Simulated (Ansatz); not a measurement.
C6H8

```xyz
14

C    -0.8544   -0.9934    0.5214
C     0.4484   -1.1119    0.7427
C     1.4619   -0.1318    0.2501
C     0.8548    0.9915   -0.5245
C    -0.4480    1.1099   -0.7458
C    -1.4623    0.1340   -0.2466
H    -1.5328   -1.7469    0.9115
H     0.8183   -1.9606    1.3109
H     2.0367    0.2679    1.0979
H     2.2113   -0.6482   -0.3667
H     1.5337    1.7418   -0.9196
H    -0.8174    1.9555   -1.3190
H    -2.2036    0.6533    0.3777
H    -2.0465   -0.2612   -1.0899
```

Geometry: PBE0-D4/def2-TZVP.

The calculation used Ansatz 0.2.0, RKS PBE0-D4/def2-TZVPP.

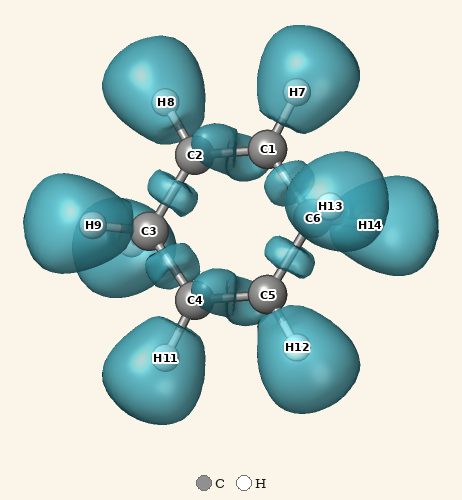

Figure 1. Isosurface of the ELF at 0.8 (cyan), seen at a tilt. Core shells and regions of very low density are left out.

Where are the electrons localised?

Answer. The ELF exceeds this value in six regions between bonded C–C atoms (shared pairs) and eight regions around hydrogen nuclei. Profiles from the grid: C–C (1.33 Å): the ELF peaks at about 0.95 between the atoms (a multiple bond). C–H (1.09 Å): the ELF climbs to about 1 towards the hydrogen, as it does in any bond to H: a covalent bond by its length.

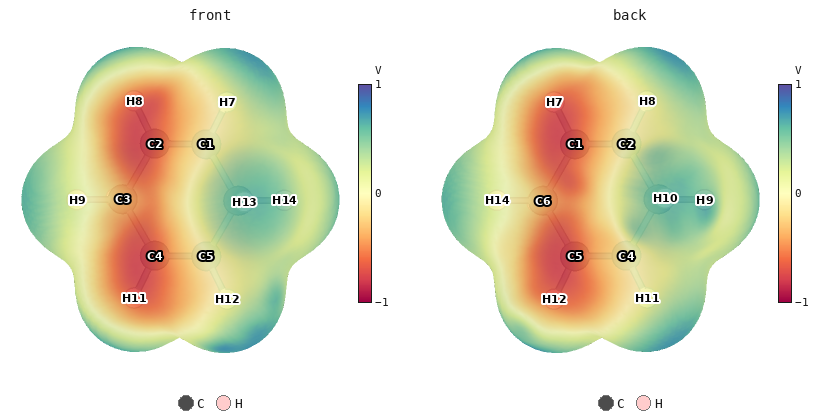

Figure 2. The molecular electrostatic potential painted on the density surface at 0.002 e/bohr³, seen from the front and from behind; red is negative and blue positive.

Where is the surface potential most negative and most positive?

Answer. The most negative region (about −0.8 V) lies over the π face of C1, C2, C4 and C5, the most positive (about +0.7 V) over H7, H8, H11 and H12.

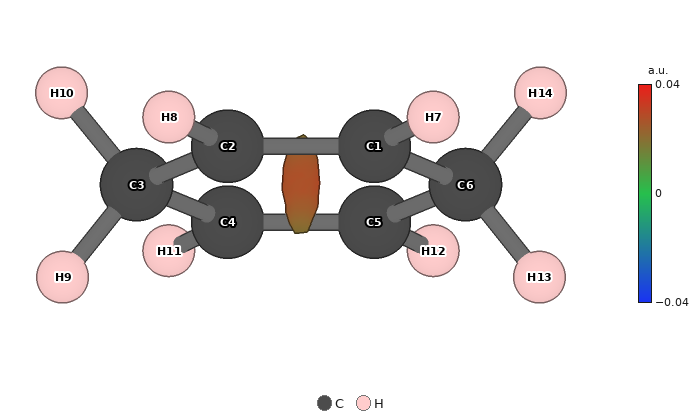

Figure 3. Non-covalent interaction (NCI) plot: the surface where the reduced density gradient is 0.4, for densities under 0.05 a.u., coloured by sign(λ₂)ρ; seen from one side.

Identify the weak interactions.

Answer. Inside the ring or cage of C1, C2, C3, C4, C5 and C6: steric crowding (red).

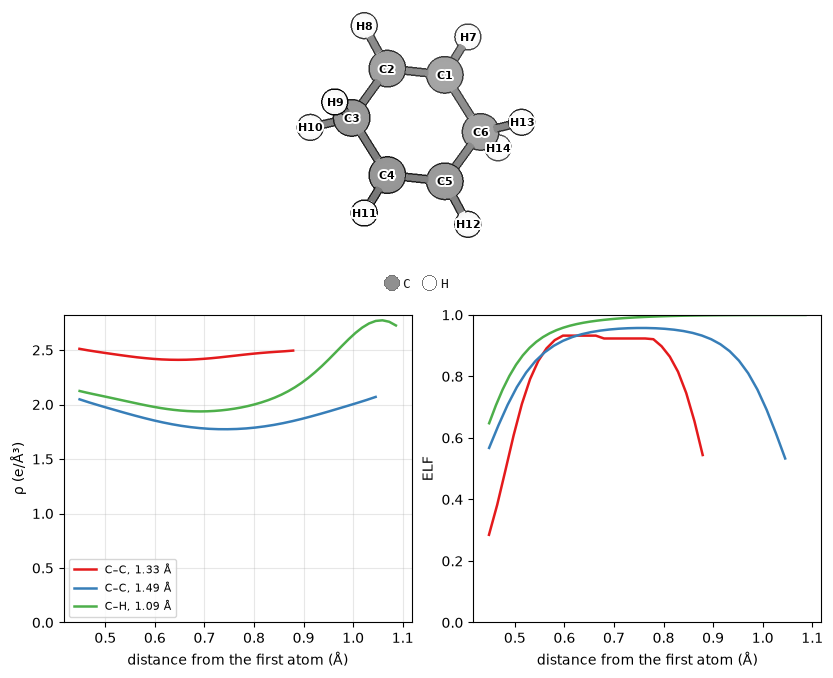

Figure 4. Electron density and ELF along straight lines between neighbouring atoms. The curves leave out the atomic cores. The structure is drawn too.

What kind of bonding do the profiles show?

Answer. C–C (1.33 Å): ρ is about 2.4 e/Å³ halfway; the ELF peaks at about 0.95 between the atoms (a multiple bond).
C–C (1.49 Å): ρ is about 1.8 e/Å³ halfway; the ELF peaks at about 0.95 between the atoms: a covalent bond.
C–H (1.09 Å): ρ is about 2 e/Å³ halfway; the ELF climbs to about 1 towards the hydrogen; a covalent bond by its length.
